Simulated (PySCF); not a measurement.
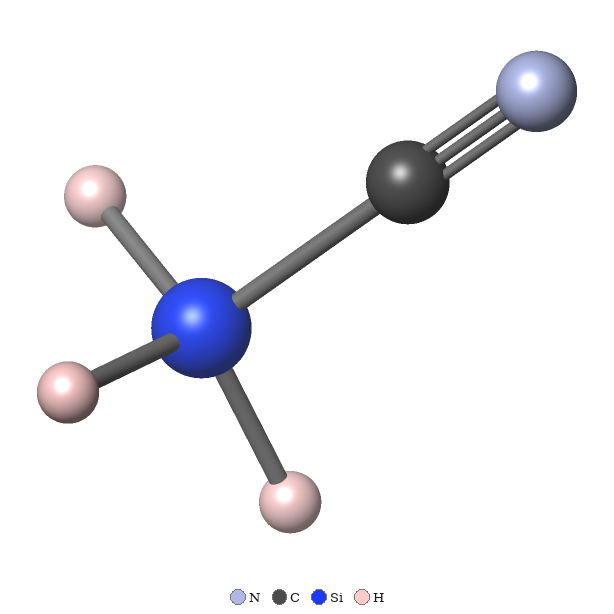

Computed geometry: PBE0-D3(BJ)/def2-SVP optimisation. No frequency run is at hand to confirm it as a minimum.

Draw it as a skeletal formula.

SMILES: N#C[SiH3]

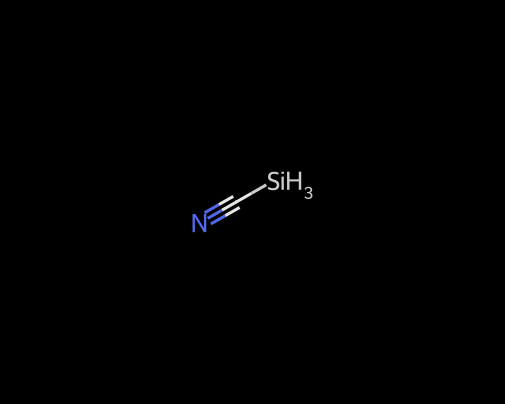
